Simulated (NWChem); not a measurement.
**B3LYP/def2-SVP run of C2H3BFN (SMILES FB1C=NC1)**

We compute a structure relaxation of C2H3BFN. 

The calculation is run with NWChem 7.3.0.

### 1 The structure to begin with

C2H3BFN: 8 atoms, total charge 0, spin state singlet. As SMILES, `FB1C=NC1`. The coordinates come from a PBE0-D4/def2-TZVP relaxation. The run starts from this shape.

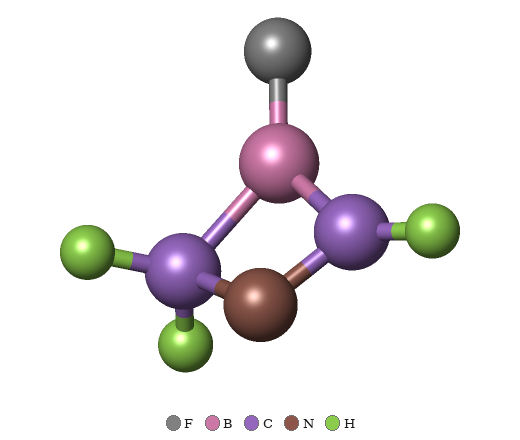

The structure, seen from a chosen angle (fluorine grey, boron pink, carbon purple, nitrogen brown, hydrogen green).

### 2 A structure relaxation at B3LYP/def2-SVP

Contents of c2h3bfn.nw:

```
start c2h3bfn
title "C2H3BFN"
memory total 2200 mb
geometry units bohr
F    0.40288961  -1.90352113   3.62525060
B   -0.04554240  -0.57598852   1.58018899
C    0.60282263   2.13255593   0.65346729
N    0.57428777   1.37685445  -1.66522666
C   -0.57013037  -1.21055856  -1.28936013
H    1.24060520   4.00792014   1.19789739
H    0.48584859  -2.70741062  -2.24159313
H   -2.51635931  -1.22775506  -1.96588209
end
basis spherical bse
* library def2-SVP
end
dft
xc b3lyp
grid fine
convergence energy 1e-07
maxiter 100
mulliken
print low
end
driver
maxiter 60
end
freq
temp 3 298.15 400 700
end
task dft optimize
task dft frequencies
```

Command:

```sh
$ nwchem c2h3bfn.nw > c2h3bfn.out
```

What it wrote:

```text
[...]
 d= 0,ls=0.0,diis     1   -257.1935012978 -4.02D+02  1.39D-02  5.33D-01     1.1
[...]
         Total DFT energy =     -257.264034782066
[...]
@    0    -257.26403478  0.0D+00  0.00794  0.00294  0.00000  0.00000     11.4
[...]
         Total DFT energy =     -257.264421897454
[...]
@    1    -257.26442190 -3.9D-04  0.00161  0.00043  0.01129  0.03318     19.4
[...]
         Total DFT energy =     -257.264438141060
[...]
@    2    -257.26443814 -1.6D-05  0.00057  0.00015  0.00207  0.00522     29.3
[...]
         Total DFT energy =     -257.264440380892
[...]
         Total DFT energy =   -257.264440380892
                         DFT ENERGY GRADIENTS
    atom               coordinates                        gradient
                 x          y          z           x          y          z
   1 F       0.110712   3.515330   0.159324    0.000043   0.000032   0.000081
   2 B       0.048993   1.065040  -0.272062   -0.000099  -0.000206   0.000054
   3 C       2.001419  -1.142766  -0.193453   -0.000083   0.000071  -0.000420
   4 N       0.228479  -2.745194   0.356422    0.000301   0.000016   0.000225
   5 C      -2.054201  -1.072173  -0.131081   -0.000150   0.000188  -0.000042
   6 H       4.014030  -1.643851  -0.158662   -0.000070  -0.000082   0.000143
   7 H      -3.438284  -1.098230   1.426341   -0.000023  -0.000002  -0.000001
   8 H      -3.012660  -1.658711  -1.881488    0.000081  -0.000016  -0.000040
[...]
@    3    -257.26444038 -2.2D-06  0.00013  0.00005  0.00070  0.00133     34.8
[...]
      Optimization converged
[...]
@    3    -257.26444038 -2.2D-06  0.00013  0.00005  0.00070  0.00133     34.8
[...]
 d= 0,ls=0.0,diis     2   -257.2644406553  3.92D-08  4.22D-06  4.26D-07    36.8
         Total DFT energy =     -257.264440655267
      One electron energy =     -637.028832556195
           Coulomb energy =      268.635783256940
    Exchange-Corr. energy =      -33.363159451672
 Nuclear repulsion energy =      144.491768095660
[...]
 Zero-Point correction to Energy  =   33.579 kcal/mol  (  0.053511 au)
 Thermal correction to Energy     =   45.467 kcal/mol  (  0.072456 au)
 Thermal correction to Enthalpy   =   46.857 kcal/mol  (  0.074672 au)
 Total Entropy                    =   90.285 cal/mol-K
   - Translational                =   42.919 cal/mol-K (mol. weight =  71.0343)
   - Rotational                   =   27.457 cal/mol-K (symmetry #  =        1)
   - Vibrational                  =   19.908 cal/mol-K
 Cv (constant volume heat capacity) =   27.851 cal/mol-K
   - Translational                  =    2.979 cal/mol-K
   - Rotational                     =    2.979 cal/mol-K
   - Vibrational                    =   21.892 cal/mol-K
[...]
```

Run time: 2.2 min. Hardware: 1 thread of AMD EPYC 9R45 (Zen 5), shared host; peak memory 0.17 GiB.

Step by step:

```tsv
step	energy from the first frame kept (eV)
0	0.0000
1	-0.0105
2	-0.0110
3	-0.0110
```

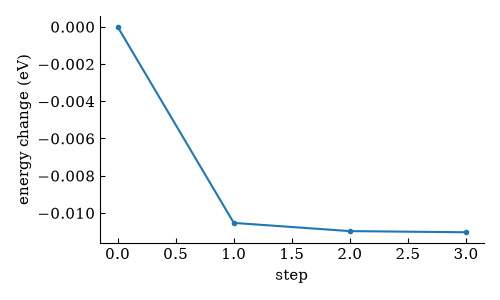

Energy along the run.

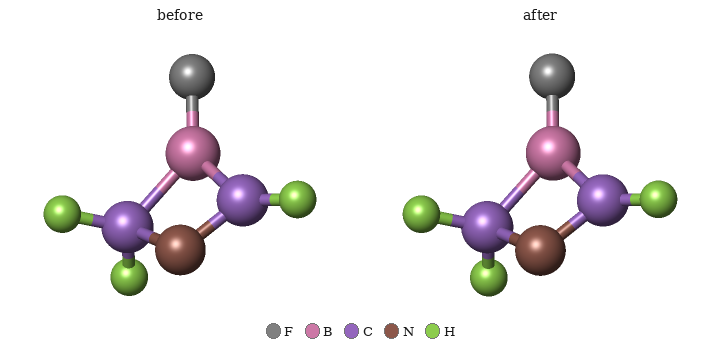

Before and after, at one scale.

After the run. Bond lengths: F1–B2 1.317 Å, B2–C3 1.560 Å, C3–N4 1.298 Å, B2–C5 1.589 Å, N4–C5 1.520 Å, C3–H6 1.098 Å, C5–H7 1.103 Å, C5–H8 1.101 Å. Some angles: F1–B2–C3 135.7°, F1–B2–C5 135.3°, C3–B2–C5 86.0°, B2–C3–N4 90.9°, C3–N4–C5 99.0°, B2–C5–N4 82.3°, B2–C3–H6 145.5°, N4–C3–H6 122.7°, B2–C5–H7 120.6°, B2–C5–H8 119.0°.

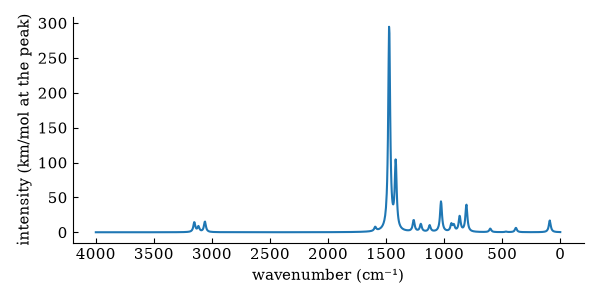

Harmonic infrared spectrum, unscaled, lines broadened by 10 cm⁻¹.

### 3 Results

At B3LYP/def2-SVP:

```
                                                 quantity             value
                                  total energy at the end     -257.26444 Eh
                               lowest harmonic wavenumber           90 cm⁻¹
                              highest harmonic wavenumber         3152 cm⁻¹
                                        zero-point energy      140.5 kJ/mol
ideal-gas entropy at 298.15 K (symmetry number 1 as used)  70.3 cal/(mol K)
```

At the final geometry: Bond lengths: F1–B2 1.317 Å, B2–C3 1.560 Å, C3–N4 1.298 Å, B2–C5 1.589 Å, N4–C5 1.520 Å, C3–H6 1.098 Å, C5–H7 1.103 Å, C5–H8 1.101 Å. Some angles: F1–B2–C3 135.7°, F1–B2–C5 135.3°, C3–B2–C5 86.0°, B2–C3–N4 90.9°, C3–N4–C5 99.0°, B2–C5–N4 82.3°, B2–C3–H6 145.5°, N4–C3–H6 122.7°, B2–C5–H7 120.6°, B2–C5–H8 119.0°. All 18 modes are real, so the shape is a minimum at this level. The optimisation took 4 steps and changed the energy by -0.011 eV.
